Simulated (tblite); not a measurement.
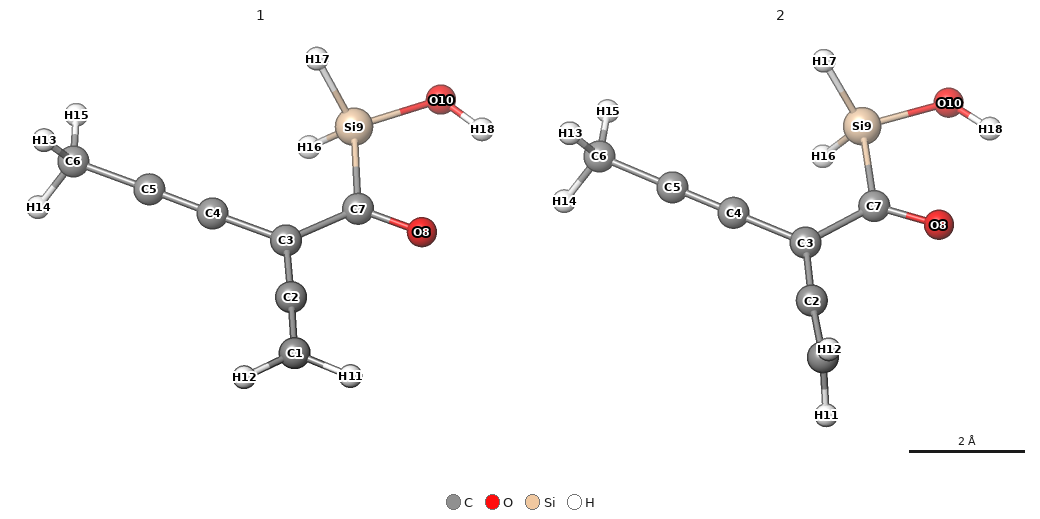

Two geometries of C7H8O2Si, drawn at one scale. One is the start of a relaxation, the other its converged end. The picture is a ball-and-stick view, seen from a free direction.

These are results of GFN2-xTB geometry optimisation, gas phase in tblite, not measurements. 

### Which geometry has the lower energy?

Structure 2 is the relaxed one. The largest move after the best rigid fit is that of H12, 1.38 Å. Largest moves by element: H 1.38 Å, O 0.25 Å, Si 0.21 Å, C 0.19 Å. Near-neighbour distances that change, for instance: Si9–O10 1.675 → 1.620 Å, Si9–H17 1.487 → 1.459 Å, C7–Si9 1.898 → 1.923 Å, C6–H13 1.107 → 1.090 Å. Among the angles between lasting bonds that change: C7–Si9–O10 112.4° → 104.5°, C4–C3–C7 124.4° → 117.2°, H16–Si9–H17 106.8° → 113.6°. The energy falls by 39.4 kcal/mol in 105 geometry steps.
